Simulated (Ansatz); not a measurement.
Run report: SiH$_{5}$BrO, frequency calculation

SiH$_{5}$BrO, computed with RKS r2SCANh-D4/def2-SVP (Ansatz 0.2.0).

It belongs to a series of runs on one base structure; here: vibrations at the highest image of the band. Figures and captions count atoms from 1; the log counts them from 0 in places.

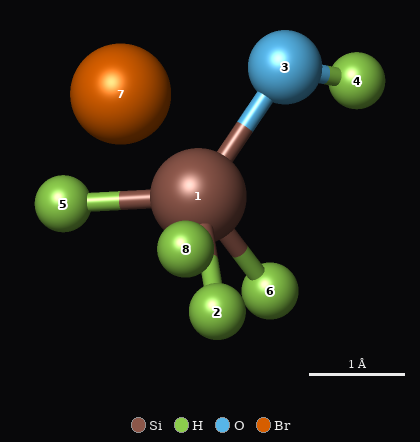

The input geometry (ball-and-stick view, seen at a tilt; atoms are numbered from 1 in the order of the input). Bond lengths as drawn: H–O 0.96 Å, H–Si 1.47 to 1.71 Å and O–Si 1.65 Å.

### Input
```yaml
crystal:
  periodic: [false, false, false]
  atoms:
    - { symbol: Si, position_ang: [0.253761, 0.158653, -0.034902] }
    - { symbol: H, position_ang: [-0.37939, 0.041771, 1.550011] }
    - { symbol: O, position_ang: [1.798477, -0.166712, -0.513656] }
    - { symbol: H, position_ang: [1.921173, -1.089468, -0.767389] }
    - { symbol: H, position_ang: [-0.60861, 1.143441, -0.709302] }
    - { symbol: H, position_ang: [-0.394793, -1.192454, -0.166198] }
    - { symbol: Br, position_ang: [1.274914, 2.200644, 1.307078] }
    - { symbol: H, position_ang: [0.130569, 0.797321, 1.679058] }
basis:
  gaussian: { orbitals: def2-SVP }
hamiltonian:
  xc: r2scanh
  dispersion: d4
phonons: {}
```

Hardware: 2 threads of Arm Neoverse V1, 24 GiB of memory available, shared host.

Launch command:
```bash
ansatz run input.yaml --threads 2 --pin off --max-ram 3072MiB --backend cpu --events-out ev --progress --plain --runs-dir out
```

### Log
```
Engine: ansatz 0.2.0, aarch64-unknown-linux-gnu
Functional definition: r2SCANh
  parameter a = 0.1
  parameter k0 = 0.174
  parameter k1 = 0.065
  parameter a1 = 4.9479
  exchange = (1 - a)*r2scan_x(k0 = k0, k1 = k1, a1 = a1) + a*exact_x
  correlation = r2scan_c
914 factors; integrals over basis functions are off by at most 3.7e-4 eV
mean field evaluation 1: about -80033.3153 eV, gradient 4.6e1 eV
mean field evaluation 2: about -80021.8233 eV, gradient 8.8e1 eV
mean field evaluation 4: about -80036.9518 eV, gradient 1.9e0 eV
mean field evaluation 8: about -80036.9578 eV, gradient 3.0e-2 eV
mean field -80036.95779172 eV, -2941.3039478472 hartree, gradient 1.3e-5 eV, S^2 0.000000; 0 other end points of the search recorded, 0 dependent functions left out
the calculation of the forces begins
reference -80036.95779937 eV, -2941.3039481283 hartree; 31, 31 occupied and 58, 58 virtual orbitals, 914 factors
these checks for a lower state are left out or cut short: stability, starts, cluster_reference, orbital_swaps, neighbouring_geometries, increment
914 factors; integrals over basis functions are off by at most 3.7e-4 eV
mean field evaluation 16: about -80036.9587 eV, gradient 1.7e-1 eV
mean field -80036.95766181 eV, -2941.3039430730 hartree, gradient 1.2e-6 eV, S^2 0.000000; 0 other end points of the search recorded, 0 dependent functions left out
[... from here on the field's lines of each further geometry are left out, up to the last ...]
the calculation of the forces begins
reference -80036.95777547 eV, -2941.3039472499 hartree; 31, 31 occupied and 58, 58 virtual orbitals, 914 factors
these checks for a lower state are left out or cut short: stability, starts, cluster_reference, orbital_swaps, neighbouring_geometries, increment
914 factors; integrals over basis functions are off by at most 3.7e-4 eV
mean field -80036.95777984 eV, -2941.3039474105 hartree, gradient 2.7e-6 eV, S^2 0.000000; 0 other end points of the search recorded, 0 dependent functions left out
the calculation of the forces begins
reference -80036.95778749 eV, -2941.3039476916 hartree; 31, 31 occupied and 58, 58 virtual orbitals, 914 factors
WARN: phonons: modes at or below zero, which the zero-point energy, F, S and C_V leave out: 1, the lowest at -770.92 cm⁻¹. A minimum has none, and a first-order saddle one
Total energy: -80036.99554827 eV, -2941.3053353747 hartree
Atom 0 at     0.253761     0.158653    -0.034902 Å, force     0.002063     0.000573    -0.000092 eV/Å
Atom 1 at    -0.379390     0.041771     1.550011 Å, force    -0.000353    -0.000515    -0.000946 eV/Å
Atom 2 at     1.798477    -0.166712    -0.513656 Å, force    -0.000886    -0.000380     0.001290 eV/Å
Atom 3 at     1.921173    -1.089468    -0.767389 Å, force    -0.000149    -0.000985    -0.000519 eV/Å
Atom 4 at    -0.608610     1.143441    -0.709302 Å, force    -0.002043    -0.000106    -0.000239 eV/Å
Atom 5 at    -0.394793    -1.192454    -0.166198 Å, force     0.000029     0.000067     0.000430 eV/Å
Atom 6 at     1.274914     2.200644     1.307078 Å, force    -0.000024     0.001143     0.001755 eV/Å
Atom 7 at     0.130569     0.797321     1.679058 Å, force     0.001363     0.000204    -0.001678 eV/Å
Dipole moment:    -0.341795    -0.744684    -0.198003 e Å
Vibrations: -770.92 187.74 207.77 387.13 417.13 665.49 670.53 839.16 897.34 935.15 961.56 1040.85 1080.50 1475.50 2155.88 2325.38 2365.85 3876.31 cm⁻¹, zero-point energy 1.270172 eV
```

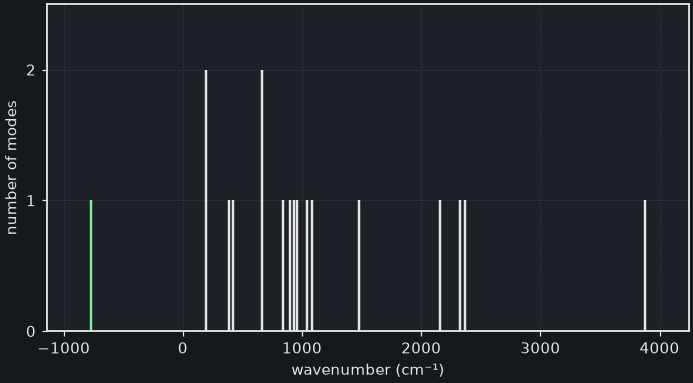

Harmonic vibrational wavenumbers from the force constants; neighbouring modes closer than 21 cm⁻¹ are counted in one stick, and imaginary ones are drawn at negative wavenumbers. 18 modes from 771i to 3876 cm⁻¹, 1 imaginary beyond 8i (771i cm⁻¹): a first-order saddle point, if the geometry is stationary.

### Results in brief

| quantity | value |
| --- | --- |
| outcome | converged |
| total energy | −80036.9955 eV |
| mean-field energy | −80036.9578 eV |
| largest force (length of the vector) | 0.002 eV/Å |
| wall time | 91 s (CPU time 2.9 min) |
| peak memory | 0.2 GiB |
